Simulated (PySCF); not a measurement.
```xyz
17
charge 0, multiplicity 1
C     3.2349   -0.3503    0.3148
O     2.3738    0.6380   -0.1797
Si    0.7368    0.6641    0.1051
P    -0.2282   -1.2554   -0.6002
Si   -2.2140   -0.8893    0.4235
C    -2.9074    0.8509    0.2522
H     3.2874   -0.3359    1.4194
H     4.2462   -0.1646   -0.0770
H     2.9238   -1.3637    0.0010
H     0.2303    1.8781   -0.5906
H     0.4539    0.7598    1.5760
H    -0.6186   -0.7561   -1.8811
H    -3.1832   -1.8793   -0.1397
H    -1.9901   -1.2168    1.8655
H    -2.2527    1.5992    0.7244
H    -3.8942    0.9094    0.7387
H    -3.0318    1.1220   -0.8074
```

Work out the structure from the coordinates.

The molecule is C2H11OPSi2. As SMILES it reads `CO[SiH2]P[SiH2]C`. It has no ring. Among its groups: Si–H bond, Si–O bond. This geometry has C1 symmetry. Coordination: 2 C tetrahedral; 1 O bent; 2 Si tetrahedral; 1 P trigonal pyramidal.

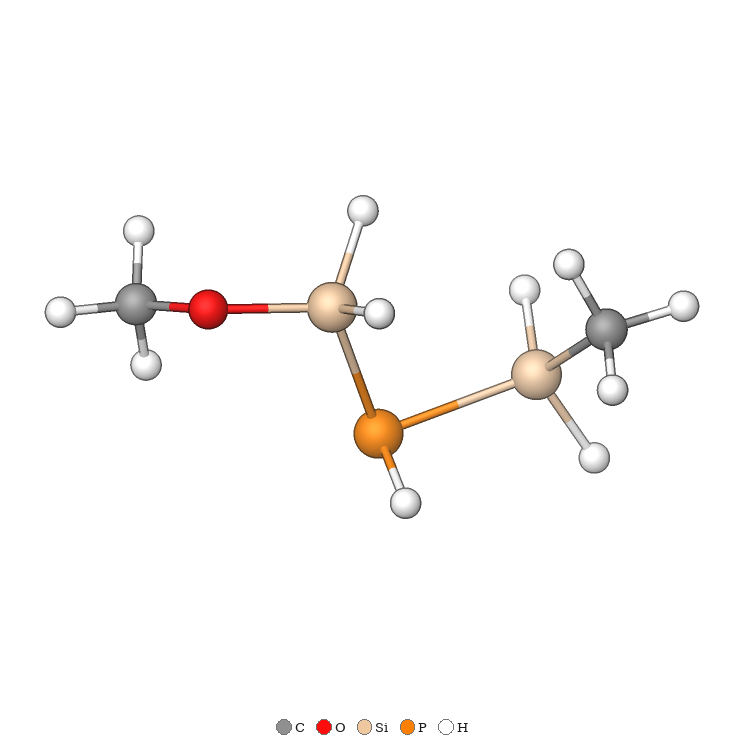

Simulated data, not a measurement (program: PySCF).
